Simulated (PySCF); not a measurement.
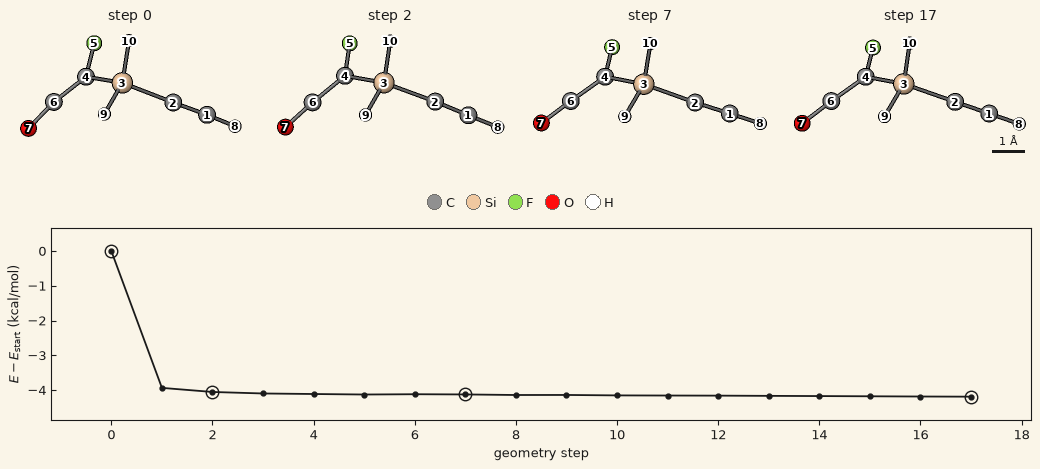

Frames of a relaxation of C₄H₃FOSi, marked on the history of the run. The picture is a ball-and-stick view, seen from a free direction.

The start comes from GFN2-xTB. Its atoms were then displaced at random by about 0.01 Å.

These are results of PBE0-D3(BJ)/def2-SVP geometry optimisation, gas phase in PySCF, not measurements. 

**Describe the path.**

The energy falls by 4.19 kcal/mol in 17 geometry steps. The largest move after the best rigid fit is that of O7, 0.26 Å. Largest moves by element: O 0.26 Å, F 0.21 Å, H 0.17 Å, C 0.12 Å, Si 0.10 Å. Some distances before and after: Si3–H9 1.435 → 1.491 Å, C2–Si3 1.864 → 1.830 Å, C1–H8 1.046 → 1.076 Å, C4–C6 1.301 → 1.330 Å. Among the angles between lasting bonds that change: C4–C6–O7 167.0° → 175.5°, H9–Si3–H10 116.5° → 111.1°, C2–Si3–C4 105.3° → 110.7°. Cost: 86 s on 1 thread of Arm Neoverse V1, with other jobs on the host. From step 0 to 2: F5 moves most (0.15 Å), energy −4.05 kcal/mol. From step 2 to 7: O7 moves most (0.21 Å), energy −0.07 kcal/mol. From step 7 to 17: H8 moves most (0.05 Å), energy −0.06 kcal/mol.

```json
{"step": "0", "E − E(0), kcal/mol": "0.00"}
{"step": "1", "E − E(0), kcal/mol": "-3.93"}
{"step": "2", "E − E(0), kcal/mol": "-4.05"}
{"step": "3", "E − E(0), kcal/mol": "-4.10"}
{"step": "4", "E − E(0), kcal/mol": "-4.11"}
{"step": "5", "E − E(0), kcal/mol": "-4.13"}
{"step": "6", "E − E(0), kcal/mol": "-4.12"}
{"step": "7", "E − E(0), kcal/mol": "-4.12"}
{"step": "8", "E − E(0), kcal/mol": "-4.14"}
{"step": "9", "E − E(0), kcal/mol": "-4.14"}
{"step": "10", "E − E(0), kcal/mol": "-4.15"}
{"step": "11", "E − E(0), kcal/mol": "-4.15"}
{"step": "12", "E − E(0), kcal/mol": "-4.16"}
{"step": "13", "E − E(0), kcal/mol": "-4.16"}
{"step": "14", "E − E(0), kcal/mol": "-4.17"}
{"step": "15", "E − E(0), kcal/mol": "-4.18"}
{"step": "16", "E − E(0), kcal/mol": "-4.18"}
{"step": "17", "E − E(0), kcal/mol": "-4.19"}
```
